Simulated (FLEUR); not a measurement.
# E(M) of TaRu

Aim: the energy of TaRu as a function of its total spin moment.

Program: FLEUR MaX-R8.1. Level of theory: PBEsol; all-electron FLAPW, Dirac cores, scalar-relativistic bands. Results are calculated unless marked as measured.

## 1. The starting structure

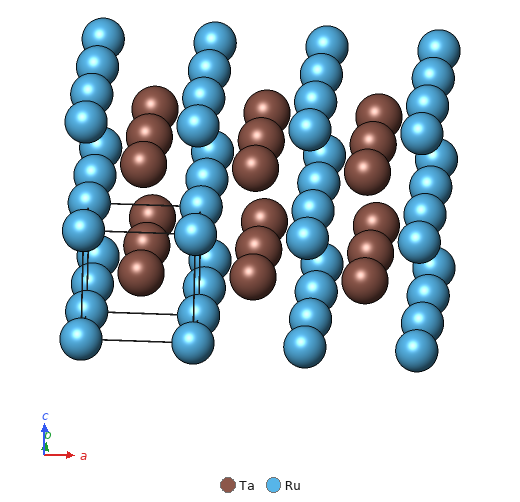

The starting structure, seen slightly off an axis (tantalum brown, ruthenium blue). 3×3×2 cells are drawn. Some periodic images of atoms are drawn too.

## 2. The free run

The free run tells which range of moments is worth scanning.

inpgen writes inp.xml from crystal.txt; cutoffs, mixing, functional, smearing and local orbitals are then set in the file. The k list default-1 (kpts.xml, not shown) is a Γ-centred 8×8×8 mesh; where the ranks do not divide the number of points, some are split in two of half the weight.

File inp.xml:

```
<?xml version="1.0" encoding="UTF-8" standalone="no"?>
<fleurInput fleurInputVersion="0.39">
   <comment>
      TaRu
   </comment>
   <calculationSetup>
      <cutoffs Kmax="3.6" Gmax="10.8" GmaxXC="10.8" numbands="0"/>
      <scfLoop itmax="90" minDistance="0.00002" maxIterBroyd="15" imix="Anderson" alpha="0.05" precondParam="0.0" spinf="2.0" sdNocoIR="T"/>
      <coreElectrons ctail="T" frcor="F" kcrel="0" coretail_lmax="0"/>
      <xcFunctional name="PBEs" relativisticCorrections="F"/>
      <magnetism jspins="2"/>
      <soc l_soc="F" theta="0.0" phi="0.0" spav="F"/>
      <expertModes spex="0" secvar="F"/>
      <geometryOptimization l_f="F" forcealpha="1.0" forcemix="BFGS" epsdisp="0.00001" epsforce="0.00001"/>
      <ldaU l_linMix="F" mixParam="0.05" spinf="1.0"/>
   </calculationSetup>
   <cell>
      <bzIntegration valenceElectrons="41.0" mode="hist" fermiSmearingEnergy="0.00293995">
         <kPointListSelection listName="default-1"/>
         <xi:include xmlns:xi="http://www.w3.org/2001/XInclude" href="kpts.xml"> </xi:include>
      </bzIntegration>
      <xi:include xmlns:xi="http://www.w3.org/2001/XInclude" href="sym.xml"> </xi:include>
      <bulkLattice scale="1.0">
         <bravaisMatrix>
            <row-1>    6.0225571591001996     0.0000000000000000     0.0000000000000000</row-1>
            <row-2>    0.0000000000000000     6.0225571591001996     0.0000000000000000</row-2>
            <row-3>    0.0000000000000000     0.0000000000000000     6.0225571591001996</row-3>
         </bravaisMatrix>
      </bulkLattice>
   </cell>
   <atomSpecies>
      <species name="Tantalum (Ta)" element="Ta" atomicNumber="73">
         <mtSphere radius="2.54" gridPoints="839" logIncrement="0.016"/>
         <atomicCutoffs lmax="10" lnonsphr="8"/>
         <electronConfig flipSpins="F">
            <coreConfig>(1s1/2) (2s1/2) (2p1/2) (2p3/2) (3s1/2) (3p1/2) (3p3/2) (4s1/2) (3d3/2) (3d5/2) (4p1/2) (4p3/2) (4d3/2) (4d5/2)</coreConfig>
            <valenceConfig>(5s1/2) (5p1/2) (5p3/2) (6s1/2) (4f5/2) (4f7/2) (5d3/2) (5d5/2)</valenceConfig>
            <stateOccupation state="(5d3/2)" spinUp="0.600000" spinDown="0.600000"/>
            <stateOccupation state="(5d5/2)" spinUp="0.900000" spinDown="0.900000"/>
         </electronConfig>
         <energyParameters s="6" p="6" d="5" f="5"/>
         <lo type="SCLO" l="0" n="5" eDeriv="0"/>
         <lo type="SCLO" l="1" n="5" eDeriv="0"/>
         <lo type="SCLO" l="3" n="4" eDeriv="0"/>
      </species>
      <species name="Ruthenium 1.500" element="Ru" atomicNumber="44">
         <mtSphere radius="2.54" gridPoints="839" logIncrement="0.015"/>
         <atomicCutoffs lmax="10" lnonsphr="8"/>
         <electronConfig flipSpins="F">
            <coreConfig>(1s1/2) (2s1/2) (2p1/2) (2p3/2) (3s1/2) (3p1/2) (3p3/2) (4s1/2) (3d3/2) (3d5/2)</coreConfig>
            <valenceConfig>(4p1/2) (4p3/2) (5s1/2) (4d3/2) (4d5/2)</valenceConfig>
            <stateOccupation state="(5s1/2)" spinUp="0.5" spinDown="0.5"/>
            <stateOccupation state="(4d3/2)" spinUp="1.4" spinDown="1.4"/>
            <stateOccupation state="(4d5/2)" spinUp="2.85" spinDown="1.35"/>
         </electronConfig>
         <energyParameters s="5" p="5" d="4" f="4"/>
         <lo type="SCLO" l="1" n="4" eDeriv="0"/>
      </species>
   </atomSpecies>
   <atomGroups>
      <atomGroup species="Tantalum (Ta)">
         <relPos label="                   1">1.000/2.000 1.000/2.000 1.000/2.000</relPos>
         <force calculate="T" relaxXYZ="TTT"/>
      </atomGroup>
      <atomGroup species="Ruthenium 1.500">
         <relPos label="                   2">.0000000000 .0000000000 .0000000000</relPos>
         <force calculate="T" relaxXYZ="TTT"/>
      </atomGroup>
   </atomGroups>
   <output dos="F" band="F" slice="F">
      <bandDOS minEnergy="-.5*Htr" maxEnergy="0.5*Htr" sigma="0.015" storeEVData="T"/>
      <plotting iplot="0" polar="F">
         <plot TwoD="T" vec1="  1.0  0.0  0.0" vec2="  0.0  1.0  0.0" vec3="  0.0  0.0  1.0" zero="  0.0  0.0  0.0" file="plot"/>
      </plotting>
      <moessbauerParams electricFieldGradient="F" isomerShift="F" coreHyperfine="F" valenceHyperfine="F"/>
   </output>
</fleurInput>
```

File crystal.txt:

```
TaRu
&input film=F cartesian=F /
3.18700000000  0.00000000000  0.00000000000
0.00000000000  3.18700000000  0.00000000000
0.00000000000  0.00000000000  3.18700000000
1.8897261246
1.0 1.0 1.0

2
73 0.50000000000  0.50000000000  0.50000000000
44 0.00000000000  0.00000000000  0.00000000000 : 1.500

&kpt div1=8 div2=8 div3=8 gamma=T /
```

Started as:

```bash
> OMP_NUM_THREADS=1 inpgen -f crystal.txt > inpgen.log  # inp.xml is then edited as shown
> OMP_NUM_THREADS=1 mpirun -n 4 fleur_MPI > fleur.log
```

Output:

```text
Welcome to FLEUR        (www.flapw.de)
      MaX-Release 8.1          (www.max-centre.eu)

 ========== k-point set info ==========
 Selected k-point list: default-1
 k-point list type: mesh
 0 x 0 x 0
 Number of k points: 36

 ------------Calculation Setup---------------------------
 Number of MPI-tasks      :            4
 Number of PE/node        :            4
 Number of OMP-threads    :            1
 k-points in parallel     :            4
 pe's per k-point         :            1
 No of k-point loops      :            9
 Eigenvalue solver        :       lapack
 Number of basis functions:          225
 Approximate size of matrices (H+S) per k-point:         0.001 GB
 --------------------------------------------------------
 Iteration:     1   Distance:      19.43519248 me/bohr^3
 Iteration:     2   Distance:      14.96499185 me/bohr^3
 Iteration:     3   Distance:       8.21405342 me/bohr^3
 Iteration:     4   Distance:       6.27353951 me/bohr^3
 Iteration:     5   Distance:       4.55283982 me/bohr^3
 Iteration:     6   Distance:       3.45352703 me/bohr^3
 Iteration:     7   Distance:       2.89110771 me/bohr^3
 Iteration:     8   Distance:       1.33576897 me/bohr^3
 Iteration:     9   Distance:       1.37817498 me/bohr^3
 Iteration:    10   Distance:       0.99653676 me/bohr^3
[... 16 iterations left out ...]
 Iteration:    27   Distance:       0.00068259 me/bohr^3
 Iteration:    28   Distance:       0.00007885 me/bohr^3
 Iteration:    29   Distance:       0.00009334 me/bohr^3
 Iteration:    30   Distance:       0.00009166 me/bohr^3
 Iteration:    31   Distance:       0.00008454 me/bohr^3
 Iteration:    32   Distance:       0.00006856 me/bohr^3
 Iteration:    33   Distance:       0.00006304 me/bohr^3
 Iteration:    34   Distance:       0.00005005 me/bohr^3
 Iteration:    35   Distance:       0.00002564 me/bohr^3
 Iteration:    36   Distance:       0.00001802 me/bohr^3

 ********************************************************************
 Run finished successfully
 Stop message:
   all done
 ********************************************************************

--- out.xml (last complete iteration) ---
<iteration numberForCurrentRun="   36" overallNumber="   36">
         [... left out ...]
         <bandgap value="0.0000038987" units="eV"/>
         <sumValenceSingleParticleEnergies value="-13.2711801378" units="Htr"/>
         <FermiEnergy value="0.5159121171" units="Htr"/>
         <valenceDensity>
            <mtCharges spin="1">
               <mtCharge atomType="1" total="12.4463270" s="1.1918185" p="3.1204830" d="1.1058999" f="7.0210163"/>
               <mtCharge atomType="2" total="6.4742957" s="0.2134271" p="3.1885779" d="3.0455213" f="0.0217473"/>
            </mtCharges>
            <mtCharges spin="2">
               <mtCharge atomType="1" total="12.4463270" s="1.1918185" p="3.1204831" d="1.1058998" f="7.0210163"/>
               <mtCharge atomType="2" total="6.4742916" s="0.2134270" p="3.1885779" d="3.0455173" f="0.0217473"/>
            </mtCharges>
            <spinDependentCharge spin="1" total="20.5000021" interstitial="1.5793793" mtSpheres="18.9206227"/>
            <spinDependentCharge spin="2" total="20.4999979" interstitial="1.5793794" mtSpheres="18.9206185"/>
            <totalCharge value="41.0000000000"/>
         </valenceDensity>
         [... left out ...]
         <allElectronCharges>
            <spinDependentCharge spin="1" total="58.5000020" interstitial="1.5805278" mtSpheres="56.9194742"/>
            <spinDependentCharge spin="2" total="58.4999979" interstitial="1.5805279" mtSpheres="56.9194701"/>
            <totalCharge value="116.9999999787"/>
         </allElectronCharges>
         <magneticMomentsInMTSpheres units="muBohr">
            <globalMagMoment atomType="1" vec="0.00000   0.00000   0.00000"/>
            <localMagMoment atomType="1" vec="0.00000   0.00000   0.00000"/>
            <globalMagMoment atomType="2" vec="0.00000   0.00000   0.00000"/>
            <localMagMoment atomType="2" vec="0.00000   0.00000   0.00000"/>
         </magneticMomentsInMTSpheres>
         <moessbauerParams unitsHFF="kG" unitsIS="e/bohr^3" unitsEFG="Htr/bohr^2">
         </moessbauerParams>
         <totalEnergy value="   -20151.0655184072" units="Htr">
            <sumOfEigenvalues value="   -12243.6378098802">
               <coreElectrons value="-12230.3666297424"/>
               <valenceElectrons value="-13.2711801378"/>
            </sumOfEigenvalues>
            <densityCoulombPotentialIntegral value="-33908.2864217851"/>
            <densityEffectivePotentialIntegral value="-34493.2506670893"/>
            <chargeDenXCDenIntegral value="-444.4649321265"/>
            <FockExchangeEnergyValence value="0.0000000000"/>
            <FockExchangeEnergyCore value="0.0000000000"/>
            <atomTypeDependentContributions atomType="1">
               <electronNucleiInteractionDifferentMTs value="19463.4085013593"/>
               <MadelungTerm value="-45.2322021085"/>
            </atomTypeDependentContributions>
            <atomTypeDependentContributions atomType="2">
               <electronNucleiInteractionDifferentMTs value="5473.9387661327"/>
               <MadelungTerm value="-19.4907629969"/>
            </atomTypeDependentContributions>
            <tkbTimesEntropy value="0.0023093660"/>
            <freeEnergy value="-20151.0678277732"/>
            <extrapolationTo0K value="-20151.0666730902"/>
         </totalEnergy>
         <densityConvergence units="me/bohr^3">
            <chargeDensity spin="1" distance="0.0000116059"/>
            <chargeDensity spin="2" distance="0.0000125918"/>
            <overallChargeDensity distance="0.0000180178"/>
            <spinDensity distance="0.0000161821"/>
         </densityConvergence>
      </iteration>
```

Elapsed: 27 s, on 4 MPI ranks of Arm Neoverse V1, shared host; peak memory 0.23 GiB.

The spin moment in the muffin-tin sphere vanishes on all atoms.

This step gave:

```yaml
free_energy: -548338.4899 eV
program_s_band_gap_on_this_mesh_in_a_metal_only_a_level_spacing: 3.90e-6 eV
final_state: non-magnetic
```

After 36 cycles the seed has died away: no moment is left.

## 3. No spin polarisation

Edit inp.xml of step 2 so:

```diff
@@ -10,3 +10,3 @@
       <xcFunctional name="PBEs" relativisticCorrections="F"/>
-      <magnetism jspins="2"/>
+      <magnetism jspins="1"/>
       <soc l_soc="F" theta="0.0" phi="0.0" spav="F"/>
@@ -45,3 +45,3 @@
       </species>
-      <species name="Ruthenium 1.500" element="Ru" atomicNumber="44">
+      <species name="Ruthenium (Ru)" element="Ru" atomicNumber="44">
          <mtSphere radius="2.54" gridPoints="839" logIncrement="0.015"/>
@@ -51,5 +51,5 @@
             <valenceConfig>(4p1/2) (4p3/2) (5s1/2) (4d3/2) (4d5/2)</valenceConfig>
-            <stateOccupation state="(5s1/2)" spinUp="0.5" spinDown="0.5"/>
-            <stateOccupation state="(4d3/2)" spinUp="1.4" spinDown="1.4"/>
-            <stateOccupation state="(4d5/2)" spinUp="2.85" spinDown="1.35"/>
+            <stateOccupation state="(5s1/2)" spinUp="0.500000" spinDown="0.500000"/>
+            <stateOccupation state="(4d3/2)" spinUp="1.400000" spinDown="1.400000"/>
+            <stateOccupation state="(4d5/2)" spinUp="2.100000" spinDown="2.100000"/>
          </electronConfig>
@@ -64,3 +64,3 @@
       </atomGroup>
-      <atomGroup species="Ruthenium 1.500">
+      <atomGroup species="Ruthenium (Ru)">
          <relPos label="                   2">.0000000000 .0000000000 .0000000000</relPos>
```

Edit crystal.txt of step 2 so:

```diff
@@ -10,3 +10,3 @@
 73 0.50000000000  0.50000000000  0.50000000000
-44 0.00000000000  0.00000000000  0.00000000000 : 1.500
+44 0.00000000000  0.00000000000  0.00000000000
```

Output:

```text
[banner, memory and clock lines left out]
Welcome to FLEUR        (www.flapw.de)
      MaX-Release 8.1          (www.max-centre.eu)

 ========== k-point set info ==========
 Selected k-point list: default-1
 k-point list type: mesh
 0 x 0 x 0
 Number of k points: 36

 [... set-up left out ...]
 Iteration:     1   Distance:      20.60854558 me/bohr^3
 Iteration:     2   Distance:      15.66245172 me/bohr^3
 Iteration:     3   Distance:       8.90033043 me/bohr^3
 Iteration:     4   Distance:       5.51532123 me/bohr^3
 Iteration:     5   Distance:       4.39793229 me/bohr^3
 Iteration:     6   Distance:       1.66565371 me/bohr^3
 Iteration:     7   Distance:       2.51633905 me/bohr^3
 Iteration:     8   Distance:       0.30166668 me/bohr^3
[... lines left out ...]
 Iteration:    13   Distance:       0.00460111 me/bohr^3
 Iteration:    14   Distance:       0.00036964 me/bohr^3
 Iteration:    15   Distance:       0.00014542 me/bohr^3
 Iteration:    16   Distance:       0.00008388 me/bohr^3
 Iteration:    17   Distance:       0.00002447 me/bohr^3
 Iteration:    18   Distance:       0.00000841 me/bohr^3

 ********************************************************************
 Run finished successfully
 Stop message:
   all done
 ********************************************************************

--- out.xml (last complete iteration) ---
<iteration numberForCurrentRun="   18" overallNumber="   18">
         [... left out ...]
         <bandgap value="0.0377595510" units="eV"/>
         <sumValenceSingleParticleEnergies value="-13.2711800130" units="Htr"/>
         <FermiEnergy value="0.5159121217" units="Htr"/>
         [... left out ...]
         <totalEnergy value="   -20151.0655184181" units="Htr">
            <sumOfEigenvalues value="   -12243.6378134902">
               <coreElectrons value="-12230.3666334772"/>
               <valenceElectrons value="-13.2711800130"/>
            </sumOfEigenvalues>
         [... left out ...]
            <freeEnergy value="-20151.0678277842"/>
            <extrapolationTo0K value="-20151.0666731011"/>
         </totalEnergy>
         <densityConvergence units="me/bohr^3">
            <chargeDensity spin="1" distance="0.0000084068"/>
         </densityConvergence>
      </iteration>
```

Wall time 9.3 s (4 MPI ranks); peak memory 0.21 GiB.

Read from the output:

| Quantity | Value |
| --- | --- |
| free energy | -548338.4899 eV |
| program's band gap on this mesh (in a metal only a level spacing) | 0.03776 eV |
| final state | non-magnetic (no spin polarisation) |

Its energy lies -0.0 meV a cell from the free run's.

## 4. Moment fixed at 0.1 μB

Two Fermi energies hold the total moment; the run starts from the free run's density.

Edit inp.xml of step 3 so:

```diff
@@ -10,3 +10,3 @@
       <xcFunctional name="PBEs" relativisticCorrections="F"/>
-      <magnetism jspins="1"/>
+      <magnetism jspins="2" fixed_moment="0.1"/>
       <soc l_soc="F" theta="0.0" phi="0.0" spav="F"/>
@@ -45,3 +45,3 @@
       </species>
-      <species name="Ruthenium (Ru)" element="Ru" atomicNumber="44">
+      <species name="Ruthenium 1.500" element="Ru" atomicNumber="44">
          <mtSphere radius="2.54" gridPoints="839" logIncrement="0.015"/>
@@ -51,5 +51,5 @@
             <valenceConfig>(4p1/2) (4p3/2) (5s1/2) (4d3/2) (4d5/2)</valenceConfig>
-            <stateOccupation state="(5s1/2)" spinUp="0.500000" spinDown="0.500000"/>
-            <stateOccupation state="(4d3/2)" spinUp="1.400000" spinDown="1.400000"/>
-            <stateOccupation state="(4d5/2)" spinUp="2.100000" spinDown="2.100000"/>
+            <stateOccupation state="(5s1/2)" spinUp="0.5" spinDown="0.5"/>
+            <stateOccupation state="(4d3/2)" spinUp="1.4" spinDown="1.4"/>
+            <stateOccupation state="(4d5/2)" spinUp="2.85" spinDown="1.35"/>
          </electronConfig>
@@ -64,3 +64,3 @@
       </atomGroup>
-      <atomGroup species="Ruthenium (Ru)">
+      <atomGroup species="Ruthenium 1.500">
          <relPos label="                   2">.0000000000 .0000000000 .0000000000</relPos>
```

Started as:

```bash
> OMP_NUM_THREADS=1 mpirun -n 4 fleur_MPI > fleur.log
```

Output:

```text
[banner, memory and clock lines left out]
Welcome to FLEUR        (www.flapw.de)
      MaX-Release 8.1          (www.max-centre.eu)

 ========== k-point set info ==========
 Selected k-point list: default-1
 k-point list type: mesh
 0 x 0 x 0
 Number of k points: 36

 [... set-up left out ...]
 Iteration:     1   Distance:       0.88133538 me/bohr^3
 Iteration:     2   Distance:       0.84387500 me/bohr^3
 Iteration:     3   Distance:       0.14203950 me/bohr^3
 Iteration:     4   Distance:       0.12659569 me/bohr^3
 Iteration:     5   Distance:       0.04472850 me/bohr^3
 Iteration:     6   Distance:       0.04274670 me/bohr^3
 Iteration:     7   Distance:       0.01153524 me/bohr^3
 Iteration:     8   Distance:       0.00605782 me/bohr^3
 Iteration:     9   Distance:       0.00320091 me/bohr^3
 Iteration:    10   Distance:       0.00118475 me/bohr^3
 Iteration:    11   Distance:       0.00100261 me/bohr^3
 Iteration:    12   Distance:       0.00015322 me/bohr^3
 Iteration:    13   Distance:       0.00006088 me/bohr^3
 Iteration:    14   Distance:       0.00002951 me/bohr^3
 Iteration:    15   Distance:       0.00001070 me/bohr^3

 ********************************************************************
 Run finished successfully
 Stop message:
   all done
 ********************************************************************

--- out.xml (last complete iteration) ---
<iteration numberForCurrentRun="   15" overallNumber="   51">
         [... left out ...]
         <bandgap value="0.0387607206" units="eV"/>
         <sumValenceSingleParticleEnergies value="-6.6177288112" units="Htr"/>
         <bandgap value="0.0167632154" units="eV"/>
         <sumValenceSingleParticleEnergies value="-13.2710197571" units="Htr"/>
         <FermiEnergy value="0.5156314358" units="Htr"/>
         <FixedTotalMoment fermiEnergyUp="0.5161525024" fermiEnergyDown="0.5156314358" units="Htr"/>
         [... left out ...]
         <magneticMomentsInMTSpheres units="muBohr">
            <globalMagMoment atomType="1" vec="0.00000   0.00000   0.01681"/>
            <globalMagMoment atomType="2" vec="0.00000   0.00000   0.07886"/>
         </magneticMomentsInMTSpheres>
         [... left out ...]
         <totalEnergy value="   -20151.0655277770" units="Htr">
            <sumOfEigenvalues value="   -12243.6372760818">
               <coreElectrons value="-12230.3662563246"/>
               <valenceElectrons value="-13.2710197571"/>
            </sumOfEigenvalues>
         [... left out ...]
            <freeEnergy value="-20151.0678152357"/>
            <extrapolationTo0K value="-20151.0666715064"/>
         </totalEnergy>
         <densityConvergence units="me/bohr^3">
            <chargeDensity spin="1" distance="0.0000054623"/>
            <chargeDensity spin="2" distance="0.0000056742"/>
            <overallChargeDensity distance="0.0000030787"/>
            <spinDensity distance="0.0000107045"/>
         </densityConvergence>
      </iteration>
```

The job ended after 12 s (4 MPI ranks; peak memory 0.23 GiB).

Numbers from this step:

| Quantity | Value |
| --- | --- |
| magnetization | 0.1 μB |

Its energy lies +0.3 meV a cell from the free run's.

(Continued in part 2 of 2.)

[Logs and program files are shortened in this print: banners, set-up blocks, solver, clock and traceback lines can be left out without a mark of their own.]

[Logs are printed without paths, hosts, clocks, repeated set-up lines and the standing remarks that a program may print on its own settings, such as how far it seeks lower states.]

[Hosts, paths, dates, database ids (printed as entryN), source tags and the programs' standing remarks are cut or masked in the printed files.]

[Where a cell is said to come from a database of computed structures, the database is the Materials Project.]
